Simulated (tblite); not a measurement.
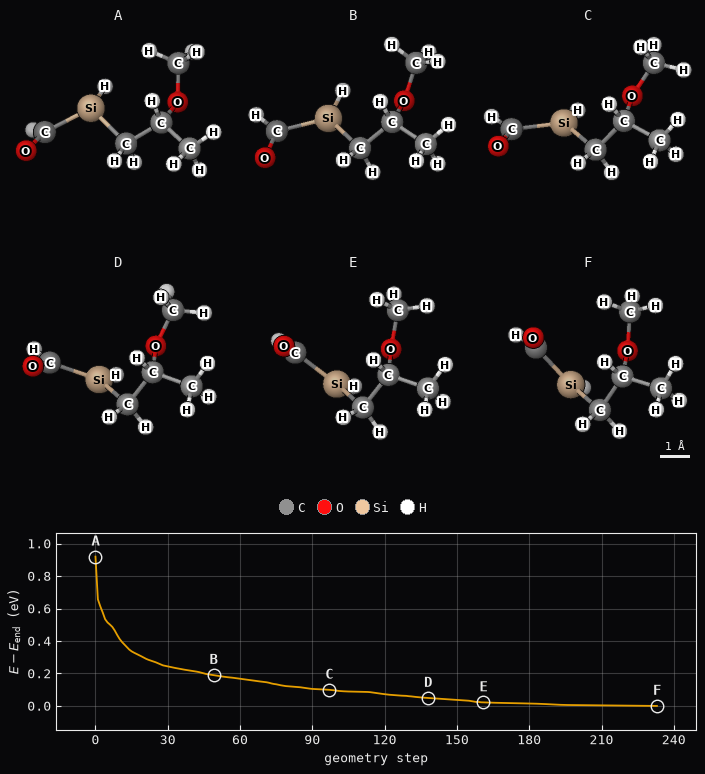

Frames of a relaxation of C₅H₁₁O₂Si (multiplicity 2), marked on the history of the run. Style: ball-and-stick. Shown at a tilt.

These are results of GFN2-xTB geometry optimisation, gas phase in tblite 0.8.0, not measurements. 

Q: Describe the path.

A: An O atom moves most after the best rigid fit: 2.51 Å. Largest moves by element: O 2.51 Å, H 2.17 Å, Si 1.35 Å, C 1.33 Å. Some distances before and after: O–Si 3.023 → 2.442 Å, C–O 1.371 → 1.432 Å, C–Si 1.843 → 1.901 Å, C–O 1.358 → 1.405 Å. Bond angles that change, for instance: C–Si–H 109.3° → 121.6°, O–C–C 111.3° → 103.6°, C–C–Si 108.9° → 101.4°. Groups turn about C–O by about 35°, C–C by about 30°. After 233 geometry steps the energy has fallen by 0.920 eV. From step 0 to 49: an H atom moves most (0.75 Å), energy −0.729 eV. From step 49 to 97: H atoms move most (0.87 Å), energy −0.091 eV. From step 97 to 138: an O atom moves most (0.94 Å), energy −0.050 eV. From step 138 to 161: an O atom moves most (0.86 Å), energy −0.027 eV. From step 161 to 233: an O atom moves most (0.60 Å), energy −0.022 eV.

```json
{"step": "0", "E − E(0), eV": "0.0000"}
{"step": "1", "E − E(0), eV": "-0.2630"}
{"step": "2", "E − E(0), eV": "-0.3062"}
{"step": "3", "E − E(0), eV": "-0.3437"}
{"step": "4", "E − E(0), eV": "-0.3853"}
{"step": "5", "E − E(0), eV": "-0.4054"}
{"step": "6", "E − E(0), eV": "-0.4184"}
{"step": "7", "E − E(0), eV": "-0.4329"}
{"step": "8", "E − E(0), eV": "-0.4552"}
{"step": "9", "E − E(0), eV": "-0.4822"}
{"step": "10", "E − E(0), eV": "-0.5067"}
{"step": "22", "E − E(0), eV": "-0.6356"}
{"step": "33", "E − E(0), eV": "-0.6855"}
{"step": "45", "E − E(0), eV": "-0.7196"}
{"step": "57", "E − E(0), eV": "-0.7460"}
{"step": "69", "E − E(0), eV": "-0.7701"}
{"step": "80", "E − E(0), eV": "-0.7983"}
{"step": "92", "E − E(0), eV": "-0.8165"}
{"step": "104", "E − E(0), eV": "-0.8302"}
{"step": "116", "E − E(0), eV": "-0.8397"}
{"step": "127", "E − E(0), eV": "-0.8563"}
{"step": "139", "E − E(0), eV": "-0.8713"}
{"step": "151", "E − E(0), eV": "-0.8829"}
{"step": "163", "E − E(0), eV": "-0.8993"}
{"step": "174", "E − E(0), eV": "-0.9028"}
{"step": "186", "E − E(0), eV": "-0.9075"}
{"step": "198", "E − E(0), eV": "-0.9142"}
{"step": "210", "E − E(0), eV": "-0.9165"}
{"step": "221", "E − E(0), eV": "-0.9179"}
{"step": "233", "E − E(0), eV": "-0.9197"}
```
